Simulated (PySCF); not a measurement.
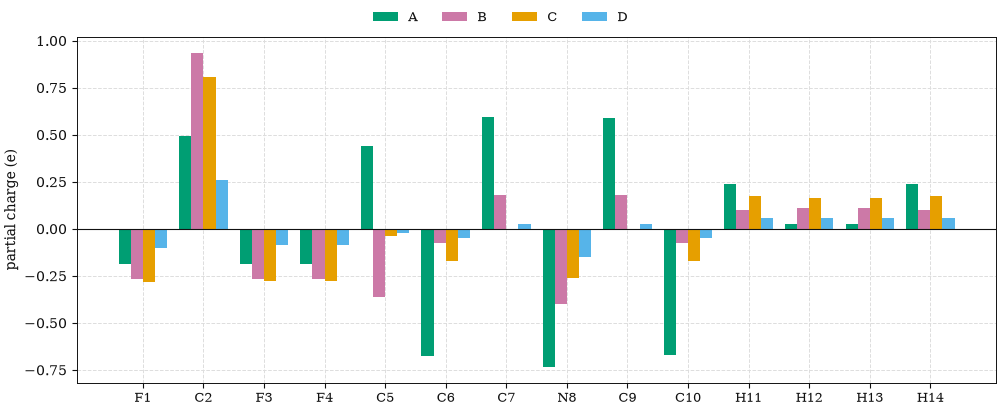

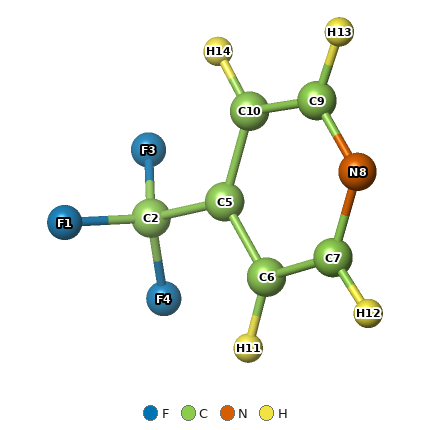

Atomic charges of C₆H₄F₃N (4-(trifluoromethyl)pyridine), SMILES FC(F)(F)c1ccncc1 by 4 schemes, PBE0/pcSseg-1 in PySCF 2.14.0, at a GFN2-xTB geometry (no frequency check).

**The schemes are ESP fit, Hirshfeld, IAO and Mulliken. Which series is which?**

A: ESP fit (C2 0.49 e); B: Mulliken (C2 0.94 e); C: IAO (C2 0.81 e); D: Hirshfeld (C2 0.26 e).

Known limits of this run: the tight-binding geometry is rougher than a DFT one and adds to the error.
